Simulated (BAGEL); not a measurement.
# UHF/3-21G (density fitting with qzvpp-jkfit) run of C2H3Si (SMILES C#C[SiH2])

What is the vertical electron affinity of C2H3Si at UHF/3-21G (density fitting with qzvpp-jkfit)? 

The calculation is run with BAGEL 1.2.2.

1 further run of the same task is left out (set aside as unsound or not needed).

### 1 The structure to begin with

The species is C2H3Si (6 atoms), meant as a doublet with charge 0. As SMILES, `C#C[SiH2]`. The coordinates come from a PBE0-D4/def2-TZVP relaxation.

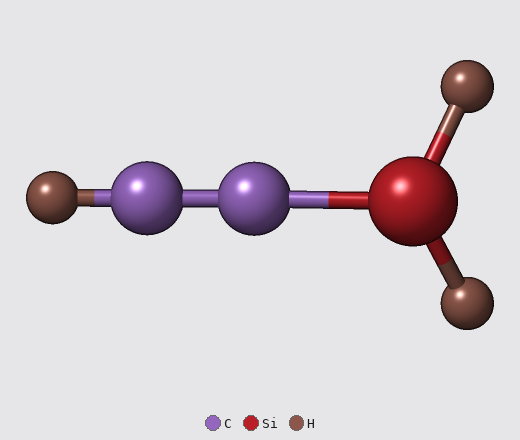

The structure, seen from a chosen angle (carbon purple, silicon red, hydrogen brown).

### 2 The energy at UHF/3-21G (density fitting with qzvpp-jkfit)

File job.json:

```json
{ "bagel" : [

{
  "title" : "molecule",
  "basis" : "3-21g",
  "df_basis" : "qzvpp-jkfit",
  "angstrom" : true,
  "geometry" : [
    { "atom" : "C", "xyz" : [       1.019700,      -1.302300,       0.535000 ] },
    { "atom" : "C", "xyz" : [       0.376000,      -0.354500,       0.145700 ] },
    { "atom" : "Si", "xyz" : [      -0.444500,       1.136900,      -0.449500 ] },
    { "atom" : "H", "xyz" : [       1.575400,      -2.144400,       0.879400 ] },
    { "atom" : "H", "xyz" : [      -1.137600,       0.894600,      -1.738800 ] },
    { "atom" : "H", "xyz" : [      -1.346900,       1.705600,       0.581800 ] }
  ]
},

{ "title" : "uhf", "nopen" : 1 },

{ "title" : "print", "file" : "orbitals.molden", "orbitals" : true }

]}
```

The run is started by

```sh
$ BAGEL_NUM_THREADS=1 BAGEL job.json > job.out
```

Standard output:

```text
* using 1 threads per process

  ===============================================================
  ===============================================================

  *** Geometry ***

  { "atom" : "C", "xyz" : [      1.926954,     -2.460990,      1.011003 ] },
  { "atom" : "C", "xyz" : [      0.710537,     -0.669908,      0.275333 ] },
  { "atom" : "Si", "xyz" : [     -0.839983,      2.148430,     -0.849432 ] },
  { "atom" : "H", "xyz" : [      2.977075,     -4.052329,      1.661825 ] },
  { "atom" : "H", "xyz" : [     -2.149752,      1.690549,     -3.285856 ] },
  { "atom" : "H", "xyz" : [     -2.545272,      3.223117,      1.099443 ] },

  Number of auxiliary basis functions:      332

  Since a DF basis is specified, we compute 2- and 3-index integrals:
    o Being stored without compression. Storage requirement is 0.004 GB

  Number of basis functions:       37
  Number of electrons      :       29

    * METHOD: MOLECULE                             0.06

  *** Open-shell HF ***

  === Nuclear Repulsion ===
    75.7625609477

      * DIIS with orbital gradients will be used.

  === UHF iteration (3-21g) ===
      0       -364.28186477          0.03721286           0.02
      1       -364.34703504          0.01277168           0.02
      2       -364.35543881          0.00426018           0.02
      3       -364.35675665          0.00147834           0.02
      4       -364.35721462          0.00079425           0.02
      5       -364.35737718          0.00019475           0.02
      6       -364.35758233          0.00013348           0.02
      7       -364.35769223          0.00012267           0.02
      8       -364.35820186          0.00007730           0.02
      9       -364.35850909          0.00004380           0.02
     10       -364.35865350          0.00002426           0.02
     11       -364.35873981          0.00001620           0.02
     12       -364.35876607          0.00000998           0.02
     13       -364.35877772          0.00000772           0.02
     14       -364.35878703          0.00000590           0.02
     15       -364.35879261          0.00000452           0.02
     16       -364.35879535          0.00000177           0.02
     17       -364.35879539          0.00000062           0.02
     18       -364.35879538          0.00000042           0.02
     19       -364.35879538          0.00000030           0.02
     20       -364.35879539          0.00000024           0.02
     21       -364.35879539          0.00000012           0.02
     22       -364.35879539          0.00000008           0.02
     23       -364.35879539          0.00000005           0.02
     24       -364.35879539          0.00000003           0.02
     25       -364.35879539          0.00000002           0.02
     26       -364.35879539          0.00000001           0.02
     27       -364.35879539          0.00000001           0.02
    * SCF iteration converged.

    * S^2 (UHF) is 0.8956

    * Permanent dipole moment:
           (   -0.229391,     0.083360,    -0.049842) a.u.

    * METHOD: UHF                                  0.53

    * METHOD: PRINT                                0.00

  ===============================================================
```

It took 0.75 s on 1 thread of Arm Neoverse V2, shared host; peak memory 0.081 GiB.

### 3 The singlet anion, same level

File job.json:

```json
{ "bagel": [

{
  "title": "molecule",
  "basis": "3-21g",
  "df_basis": "qzvpp-jkfit",
  "angstrom": "true",
  "geometry": [
    { "atom": "C", "xyz": [       1.019700,      -1.302300,       0.535000 ] },
    { "atom": "C", "xyz": [       0.376000,      -0.354500,       0.145700 ] },
    { "atom": "Si", "xyz": [      -0.444500,       1.136900,      -0.449500 ] },
    { "atom": "H", "xyz": [       1.575400,      -2.144400,       0.879400 ] },
    { "atom": "H", "xyz": [      -1.137600,       0.894600,      -1.738800 ] },
    { "atom": "H", "xyz": [      -1.346900,       1.705600,       0.581800 ] }
  ]
},

{
  "title": "hf",
  "charge": -1
},

{
  "title": "print",
  "file": "orbitals.molden",
  "orbitals": "true"
}

]}
```

The run is started by

```sh
$ BAGEL_NUM_THREADS=1 BAGEL job.json > job.out
```

Standard output:

```text
* using 1 threads per process

  ===============================================================
  ===============================================================

  *** Geometry ***

  { "atom" : "C", "xyz" : [      1.926954,     -2.460990,      1.011003 ] },
  { "atom" : "C", "xyz" : [      0.710537,     -0.669908,      0.275333 ] },
  { "atom" : "Si", "xyz" : [     -0.839983,      2.148430,     -0.849432 ] },
  { "atom" : "H", "xyz" : [      2.977075,     -4.052329,      1.661825 ] },
  { "atom" : "H", "xyz" : [     -2.149752,      1.690549,     -3.285856 ] },
  { "atom" : "H", "xyz" : [     -2.545272,      3.223117,      1.099443 ] },

  Number of auxiliary basis functions:      332

  Since a DF basis is specified, we compute 2- and 3-index integrals:
    o Being stored without compression. Storage requirement is 0.004 GB

  Number of basis functions:       37
  Number of electrons      :       29

    * METHOD: MOLECULE                             0.06

  *** RHF ***

  === Nuclear Repulsion ===
    75.7625609477

      * DIIS with orbital gradients will be used.

  === RHF iteration (3-21g) ===
      0       -364.26586536          0.02161976           0.01
      1       -364.33457394          0.00775133           0.01
      2       -364.34370825          0.00229443           0.01
      3       -364.34464807          0.00104934           0.01
      4       -364.34480671          0.00020241           0.01
      5       -364.34482288          0.00004944           0.01
      6       -364.34482379          0.00001087           0.01
      7       -364.34482384          0.00000449           0.01
      8       -364.34482385          0.00000188           0.01
      9       -364.34482385          0.00000070           0.01
     10       -364.34482385          0.00000026           0.01
     11       -364.34482385          0.00000013           0.01
     12       -364.34482385          0.00000003           0.01
     13       -364.34482385          0.00000001           0.01
     14       -364.34482385          0.00000000           0.01
    * SCF iteration converged.

    * Permanent dipole moment:
           (   -0.223921,     1.400561,    -0.509678) a.u.

    * METHOD: HF                                   0.16

    * METHOD: PRINT                                0.00

  ===============================================================
```

Wall time 0.38 s (1 thread of Arm Neoverse V2, shared host); peak memory 0.081 GiB.

### 4 Summary of results

At UHF/3-21G (density fitting with qzvpp-jkfit):

| quantity | value |
| --- | --- |
| doublet C2H3Si: total energy | -364.35880 Eh |
| doublet C2H3Si: dipole moment | 0.63 D |
| doublet C2H3Si: ⟨S²⟩ | 0.896 |
| singlet anion: total energy | -364.34482 Eh |
| singlet anion: HOMO energy | -0.44 eV |
| singlet anion: LUMO energy | 9.98 eV |
| singlet anion: HOMO–LUMO gap (to an unbound level, set by the basis) | 10.42 eV |
| vertical electron affinity (to the singlet anion) | -0.380 eV |

**Reading.** The anion lies 0.38 eV (36.7 kJ/mol) above the neutral: the electron isn't bound at this level, and such a value depends on the basis. Without diffuse functions anions come out too high. Hartree–Fock misses the correlation that binds many anions. ⟨S²⟩ (doublet C2H3Si) is 0.90 where a pure doublet has 0.75: the reference is spin-contaminated.
